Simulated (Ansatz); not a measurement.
SnO: response to strain

The parent structure is SnO (space group P4/nmm, No. 129; a = 3.769 Å, c = 4.557 Å; layered, stacked along the Cartesian z axis; relaxed with 0.1 eV smearing).

Strains are applied to the cell and any free atomic positions relax.

Computed with PBEsol-D3(BJ) (Ansatz, a program for electronic structure; PAW; 420 eV plane waves; scalar-relativistic without spin-orbit coupling).

Notes on the quantities. energy relative to the base: free energy F.

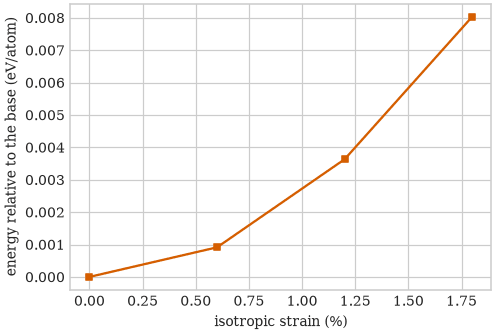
Fig. 1. Energy relative to the base against isotropic strain

```csv
isotropic strain (%),energy relative to the base
0.6,+0.9 meV/atom
1.2,+3.6 meV/atom
1.8,+8.0 meV/atom
```

Whether these cells are dynamically stable was not tested. The final runs are not spin-polarised.
